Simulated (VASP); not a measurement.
Consider the following.

```
AsB
1.0
    0.00000     2.42360     2.42360
    2.42360     0.00000     2.42360
    2.42360     2.42360     0.00000
B As
1 1
Direct
  0.00000   0.00000   0.00000
  0.25000   0.25000   0.25000
```

The numbers are results of RPBE GGA, VASP's PBE PAW potentials (set 64) (plane waves; VASP), not measurements. Run with 520 eV cut-off, 11×11×11 Γ-centred mesh, tetrahedra with Blöchl corrections, potentials B As.

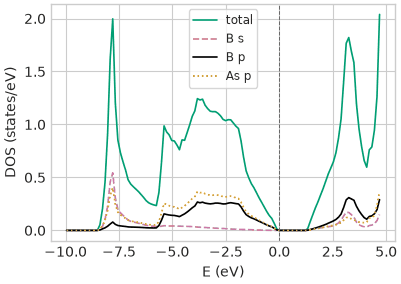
Figure. Total and projected density of states, zero at the valence-band maximum

Within 2 eV below the valence-band maximum the largest weight inside VASP's projection spheres is As p, then B p.

It has a band gap.

The compound is BAs in the zinc blende structure. It was relaxed first.
